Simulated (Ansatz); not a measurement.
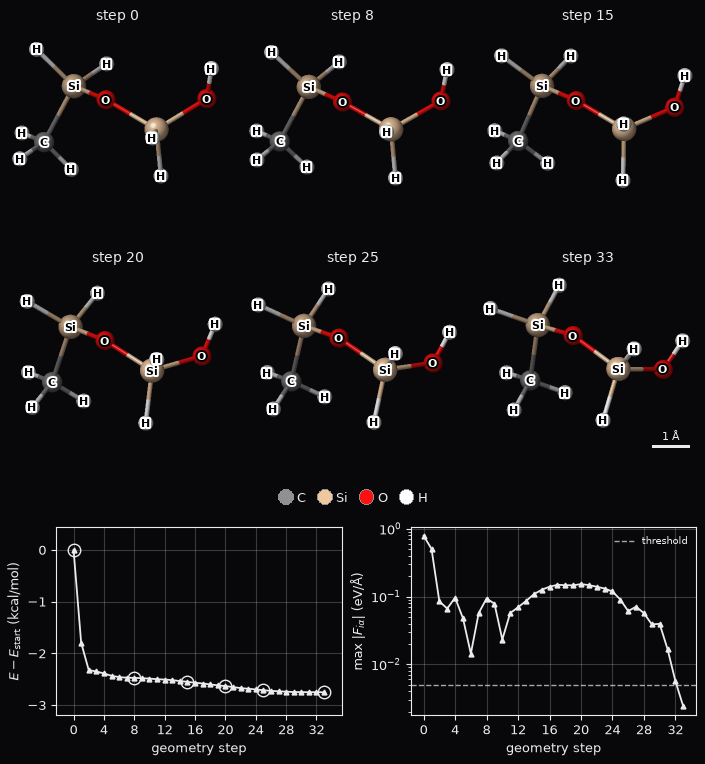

Frames of a relaxation of CH8O2Si2, marked on the history of the run. The picture is a ball-and-stick view, seen at a tilt.

The start comes from PBE-D4/def2-SVP.

Method: Ansatz 0.2.0, RKS PBE0-D4/def2-TZVP. (force threshold 0.005 eV/Å; at most 150 steps)

Q: What happens along the run?

A: The largest move after the best rigid fit is that of an H atom, 1.36 Å. By element the largest moves are H 1.36 Å, O 1.01 Å, C 0.48 Å, Si 0.30 Å. Near-neighbour distances that change, for instance: O–Si 1.670 → 1.628 Å, O–Si 1.685 → 1.644 Å, H–Si 1.508 → 1.488 Å, C–Si 1.879 → 1.860 Å. Bond angles that change, for instance: Si–O–Si 139.6° → 142.8°, Si–O–H 115.1° → 118.1°. Groups turn about O–Si by about 40°, O–Si by about 25°. Over 33 geometry steps the energy falls by 2.75 kcal/mol. Largest force component: 0.79 eV/Å at the start, 0.0024 eV/Å at the end. From step 0 to 8: an H atom moves most (0.19 Å), energy −2.47 kcal/mol. From step 8 to 15: H atoms move most (0.32 Å), energy −0.08 kcal/mol. From step 15 to 20: an H atom moves most (0.32 Å), energy −0.08 kcal/mol. From step 20 to 25: an H atom moves most (0.31 Å), energy −0.08 kcal/mol. From step 25 to 33: an H atom moves most (0.30 Å), energy −0.04 kcal/mol.

| step | E − E(0), kcal/mol | largest force component, eV/Å |
| --- | --- | --- |
| 0 | 0.00 | 0.7869 |
| 1 | -1.79 | 0.5050 |
| 2 | -2.32 | 0.0846 |
| 3 | -2.35 | 0.0666 |
| 4 | -2.39 | 0.0962 |
| 5 | -2.43 | 0.0478 |
| 6 | -2.46 | 0.0144 |
| 7 | -2.47 | 0.0571 |
| 8 | -2.47 | 0.0936 |
| 9 | -2.48 | 0.0785 |
| 10 | -2.49 | 0.0233 |
| 11 | -2.50 | 0.0570 |
| 12 | -2.50 | 0.0695 |
| 14 | -2.53 | 0.1079 |
| 15 | -2.55 | 0.1260 |
| 16 | -2.57 | 0.1395 |
| 17 | -2.58 | 0.1489 |
| 18 | -2.60 | 0.1471 |
| 20 | -2.63 | 0.1524 |
| 21 | -2.65 | 0.1476 |
| 22 | -2.67 | 0.1394 |
| 23 | -2.68 | 0.1314 |
| 25 | -2.71 | 0.0903 |
| 26 | -2.72 | 0.0610 |
| 27 | -2.73 | 0.0710 |
| 28 | -2.74 | 0.0568 |
| 29 | -2.74 | 0.0390 |
| 31 | -2.75 | 0.0168 |
| 32 | -2.75 | 0.0057 |
| 33 | -2.75 | 0.0024 |
